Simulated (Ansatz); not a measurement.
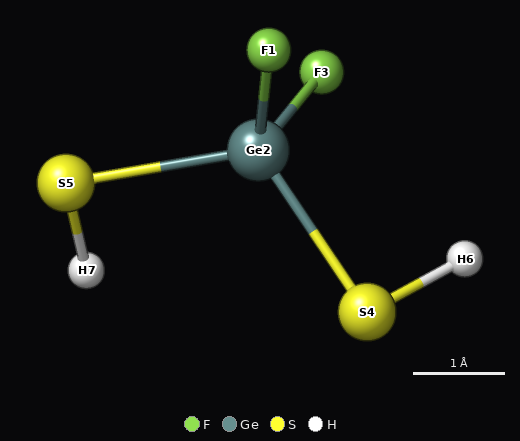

Fig. 1: The input geometry of run 1 (ball-and-stick view, seen at a tilt; atoms are numbered from 1 in the order of the input). Sticks mark near contacts.

# Two runs on GeH2S2F2

System: GeH2S2F2.
Method of run 1: RKS SPW92/def2-TZVPP (Ansatz 0.2.0).

The geometry comes from this level: PBE0-D4/def2-TZVP. Text and figures count atoms from 1; the logs count them from 0 in places.

## Input file, run 1
```yaml
crystal:
  periodic: [false, false, false]
  atoms:
    - {symbol: F, position_ang: [1.043795, -1.520551, 1.071062]}
    - {symbol: Ge, position_ang: [0.210712, -0.388157, 0.080465]}
    - {symbol: F, position_ang: [-0.990809, -1.350665, -0.695574]}
    - {symbol: S, position_ang: [-0.844107, 1.137551, 1.236381]}
    - {symbol: S, position_ang: [1.714279, 0.386174, -1.296829]}
    - {symbol: H, position_ang: [-1.936528, 0.359003, 1.340181]}
    - {symbol: H, position_ang: [0.863958, 1.308546, -1.781385]}
basis:
  gaussian: {orbitals: def2-TZVPP}
hamiltonian: {xc: lda}
output: {orbitals: {seedname: orbitals}}
```

Hardware: 4 CPU threads, shared host.

## Output (run 1)
```
Functional definition: SPW92
  exchange = slater_x
  correlation = pw_c
1356 factors; their error is unknown
mean field evaluation 1: about -83462.7449 eV, gradient 5.9e1 eV
mean field evaluation 2: about -83444.5045 eV, gradient 1.3e2 eV
mean field evaluation 4: about -83467.3390 eV, gradient 5.0e0 eV
mean field evaluation 8: about -83467.3772 eV, gradient 7.0e-2 eV
mean field evaluation 16: about -83467.3622 eV, gradient 9.4e-5 eV
mean field -83467.36219224 eV, -3067.3689843548 hartree, gradient 3.0e-5 eV, S^2 0.000000; 0 other end points of the search recorded, 0 dependent functions left out
reference -83467.36222195 eV, -3067.3689854466 hartree; 42, 42 occupied and 180, 180 virtual orbitals, 1356 factors
Total energy: -83467.36222195 eV, -3067.3689854466 hartree
```

The input of run 2 differs as follows (lines with − go, lines with + come):
```diff
-hamiltonian: {xc: lda}
+hamiltonian: {xc: {name: r2SCAN0}, dispersion: d4}
```

What does this change do to the results?

The total energies belong to different models, so their difference says nothing on which is more stable or more accurate. The HOMO goes from −7.28 to −8.65 eV. The LUMO goes from −2.59 to −1.14 eV.

## Output (run 2)
```
Functional definition: r2SCAN0
  parameter a = 0.25
  parameter k0 = 0.174
  parameter k1 = 0.065
  parameter a1 = 4.9479
  exchange = (1 - a)*r2scan_x(k0 = k0, k1 = k1, a1 = a1) + a*exact_x
  correlation = r2scan_c
1461 factors; their error is unknown
mean field evaluation 1: about -83653.2649 eV, gradient 4.9e1 eV
mean field evaluation 2: about -83648.7606 eV, gradient 7.8e1 eV
mean field evaluation 4: about -83656.6963 eV, gradient 1.5e0 eV
mean field evaluation 8: about -83656.6986 eV, gradient 4.3e-2 eV
mean field evaluation 16: about -83657.0040 eV, gradient 6.7e-5 eV
mean field -83657.00404828 eV, -3074.3381940202 hartree, gradient 6.6e-5 eV, S^2 0.000000; 0 other end points of the search recorded, 0 dependent functions left out
reference -83657.00405551 eV, -3074.3381942862 hartree; 42, 42 occupied and 180, 180 virtual orbitals, 1461 factors
Total energy: -83657.06263193 eV, -3074.3403469297 hartree
```

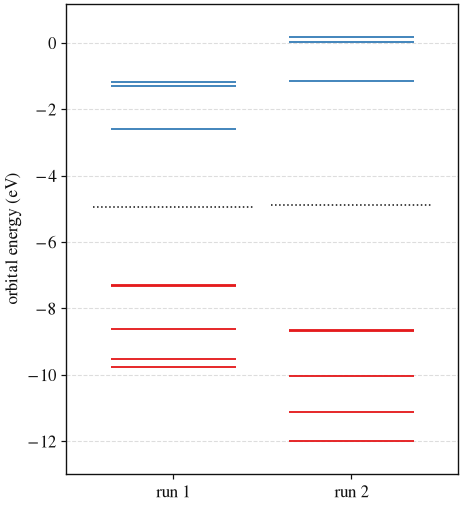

Fig. 2: The five highest filled and three lowest empty orbital energies of the two runs; the dotted lines part filled from empty levels. The HOMO–LUMO gap is 4.70 eV in run 1 and 7.51 eV in run 2.

## The two runs side by side

```csv
quantity,run 1,run 2
outcome,converged,converged
total energy (hartree),−3067.368985,−3074.340347
HOMO (eV),−7.28,−8.65
LUMO (eV),−2.59,−1.14
basis functions,222,222
wall time (shared host),1.4 s,5 s
```
